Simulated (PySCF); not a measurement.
# GeH5P (GeH3PH2): the cost of one run

Programs: PySCF 2.14.0, with routines of our own; each step states its level. All values are computed. Atoms count from 0.

## 1. The starting structure

7 atoms, charge 0, multiplicity 1; geometry from: GFN2-xTB.

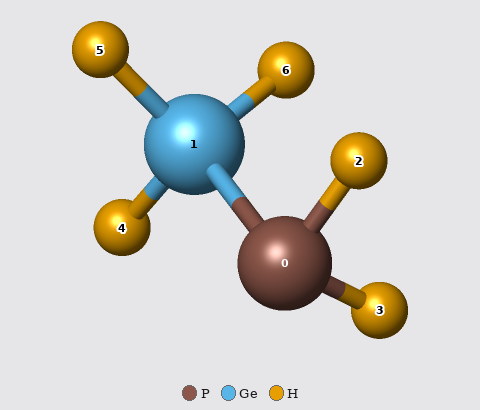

The starting geometry (phosphorus brown, germanium blue, hydrogen amber).

## 2. Optimising the geometry at PBE0-D3(BJ)/def2-SVP

The job: settings as JSON, then the geometry in Å.

```
{"job": {"xc": "PBE0", "basis": "def2-SVP", "d3": "d3bj", "grid": 1, "maxiter": 30, "shake": 0.01, "kind": "geom"}, "charge": 0, "multiplicity": 1}
P      1.300320    -0.149300     0.873070
Ge    -0.778540     0.169440    -0.094340
H      1.921530     0.537620    -0.164970
H      1.500130    -1.359570     0.263820
H     -1.809080    -0.686170     0.567240
H     -1.243360     1.593580     0.065300
H     -0.857050    -0.134700    -1.560050
```

Run with:

```bash
OMP_NUM_THREADS=1 python heavy_run.py task.json out
```

One launch serves the whole session: the jobs run in the order shown.

Q: Estimate the wall time and peak memory of this first job on 1 thread of Arm Neoverse N1, shared host.

About 14 s, with a peak of 0.32 GiB.
